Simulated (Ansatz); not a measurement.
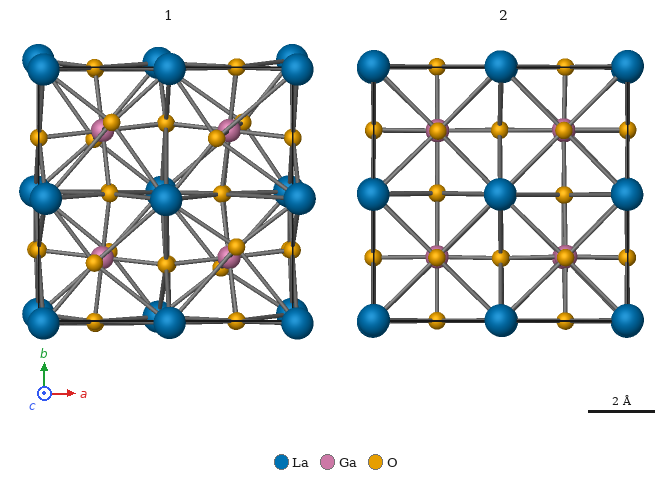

Two geometries of a defect cell of composition La8Ga7O24 (cell charge +1), drawn at one scale. One is the start of a relaxation, the other its converged end. A ball-and-stick model of the cell of the calculation, seen along the c axis.

Level of theory: Ansatz, DFT, PBEsol, PAW, plane waves. Set-up: plane-wave cutoff 420 eV; k-point mesh 1 × 1 × 1; mesh shifted by (0.25, 0.25, 0.25); collinear spin; atoms relaxed in a fixed cell; force threshold 0.03 eV/Å; at most 80 steps.

Q: Which geometry has the lower energy?

A: Structure 1 is the relaxed one. The atom that moves furthest is an O atom (0.45 Å along [−3 −2 0]). By element the largest moves are O 0.45 Å, La 0.30 Å, Ga 0.06 Å. The lattice vectors keep their values. Among the contacts that change: La–O 2.704 → 3.342 Å, La–O 2.724 → 3.348 Å, La–O 2.757 → 3.339 Å, La–O 2.770 → 3.320 Å. Among the angles between lasting bonds that change: Ga–O–Ga 179.6° → 153.4°, Ga–O–Ga 177.2° → 152.3°, Ga–O–Ga 178.9° → 155.0°. The energy falls by 2.048 eV per cell of the calculation in 10 geometry steps. Largest force component: 1.3 eV/Å at the start, 0.028 eV/Å at the end. The program noted that the starting moments weren't kept.

Limits of the set-up: the periodic images lie only 7.7 Å apart, so the values are limited by the cell's size; the cell is charged, on a uniform background, and energies carry no finite-size correction.
